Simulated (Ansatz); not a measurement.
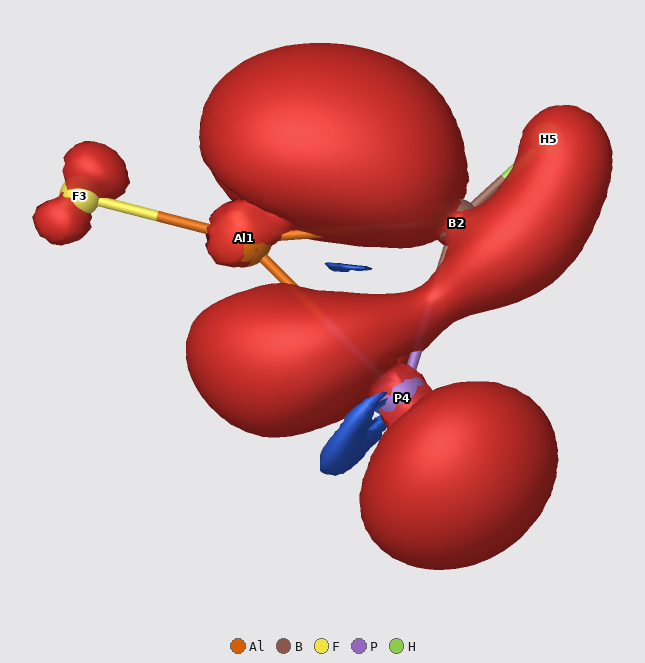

*AlBFHP (SMILES [F][Al]1[BH][P]1) (doublet). Isosurfaces of the spin density at +0.015 (red) and −0.015 e/Å³ (blue), seen across its widest extent.*

Geometry: PBE0-D3(BJ)/def2-SVP.

These are results of isolated molecule in a Gaussian basis; Kohn-Sham density functional theory, functional PBE0 (Ansatz 0.2.0), not measurements.

```xyz
5

Al   -1.4244   -2.3535   -0.9529
B    -0.5455   -1.1800    0.5270
F    -2.5663   -3.1043   -1.8868
P     0.7106   -1.9613   -0.4970
H    -0.8289   -0.4630    1.4487
```

Where is the unpaired spin?

The unpaired spin (1 electron) lies mostly on P4 (about 0.4), Al1 (about 0.3) and B2 (about 0.2), in electrons by Hirshfeld's partition.
